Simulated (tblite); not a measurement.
Frequency calculation, with input and output: C₈H₁₄Ge

- system: C₈H₁₄Ge
- method: GFN2-xTB harmonic vibrations, gas phase (tblite 0.8.0)

It belongs to a series of runs on one base structure; here: H on C replaced by nPr.

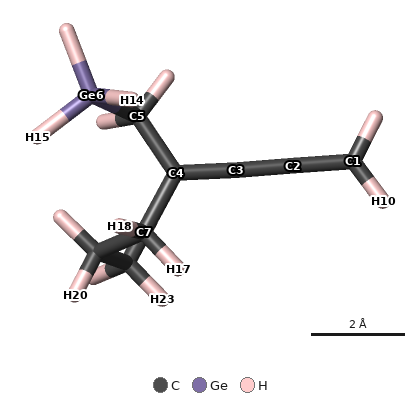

Figure 1. The input geometry (stick view, seen at a tilt; atoms are numbered from 1 in the order of the input). Sticks mark near contacts. Bond lengths as drawn: C–C 1.26 to 1.53 Å, C–Ge 1.98 Å, C–H 1.08 to 1.10 Å and Ge–H 1.50 Å.

Summary

| quantity | value |
| --- | --- |
| outcome | converged |
| total energy | −709.8400 eV |
| zero-point energy | 114.6790 kcal/mol |
| hardware | 1 CPU thread, shared host |
| wall time | 1.9 s |
| peak memory | 0.18 GiB |

Input file
```
{"job": {"kind": "ir", "xc": "GFN2-xTB", "basis": "xTB"}, "charge": 0, "multiplicity": 1}
C      2.744531    -3.104592    -0.263987
C      1.953677    -2.067105    -0.158445
C      1.191164    -1.074209    -0.045686
C      0.408919    -0.017035     0.031679
C      0.597552     1.134443    -0.901932
Ge     1.070363     2.817895     0.035490
C     -0.658563     0.090688     1.083148
C     -2.066342     0.251686     0.501909
C     -2.460387    -0.941808    -0.359222
H      2.654045    -3.954208     0.393450
H      3.516245    -3.148027    -1.015918
H     -0.316715     1.313216    -1.473599
H      1.387867     0.899688    -1.618191
H      2.131436     2.592571     1.064457
H     -0.106498     3.432222     0.730686
H      1.576649     3.839186    -0.935089
H     -0.629706    -0.798309     1.717012
H     -0.434277     0.965251     1.708174
H     -2.118564     1.169511    -0.089537
H     -2.774755     0.355448     1.327036
H     -1.766141    -1.062621    -1.188088
H     -3.461908    -0.810345    -0.762636
H     -2.443343    -1.856561     0.229366
```

The first line tells a small driver script what to run in tblite; the rest is the geometry in Å.

Launch command:
```bash
OMP_NUM_THREADS=1 python <driver script> task.json out
```

The program's output
```
mode    cm-1     km/mol
  1      19.6      0.03
  2      37.1      0.14
  3      78.4      0.11
  4      89.9      0.18
  5     112.7      0.10
  6     149.9      0.24
  7     168.7      1.01
  8     193.1      0.05
  9     248.4      0.91
 10     275.6      1.48
 11     332.7      0.90
 12     369.9      2.81
 13     441.4     26.76
 14     452.0     17.22
 15     453.4     18.49
 16     473.9     11.34
 17     505.8      6.58
 18     541.5     10.37
 19     639.1     44.70
 20     727.1     27.13
 21     775.2    456.57
 22     780.2    171.74
 23     808.5     35.81
 24     826.3     33.10
 25     862.1     94.29
 26     871.9    109.10
 27     902.6      3.00
 28     930.9      5.53
 29     972.9      1.72
 30    1029.3     13.59
 31    1057.5      5.94
 32    1090.8     17.03
 33    1107.6      1.08
 34    1156.8     12.62
 35    1193.0     40.41
 36    1222.7      5.77
 37    1225.0     34.23
 38    1250.7      2.07
 39    1327.4      0.32
 40    1340.2      3.43
 41    1398.7      3.72
 42    1418.1      2.58
 43    1437.1      1.76
 44    1459.1      1.68
 45    1499.6      0.48
 46    1500.8      2.54
 47    1507.1      1.49
 48    1717.1      0.26
 49    1967.8    153.22
 50    2052.1    474.58
 51    2070.2    454.76
 52    2185.9     98.04
 53    2891.6     66.18
 54    2928.9     36.52
 55    2956.6     25.00
 56    2962.0     34.35
 57    2978.0     45.31
 58    2983.3     48.05
 59    3031.8     48.30
 60    3033.8     51.74
 61    3039.7     22.86
 62    3074.1     26.02
 63    3083.5     27.15
```

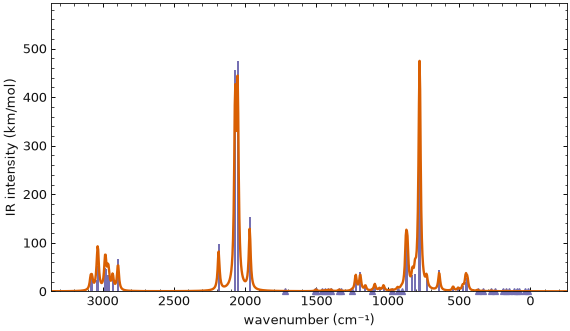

Figure 2. Harmonic infrared spectrum, unscaled: sticks (degenerate modes added up, dark ones marked on the axis) with a Lorentzian envelope of 16 cm⁻¹ full width, scaled to the tallest stick. 63 modes from 20 to 3084 cm⁻¹, none imaginary. The strongest line is at 2052 cm⁻¹ (475 km/mol).
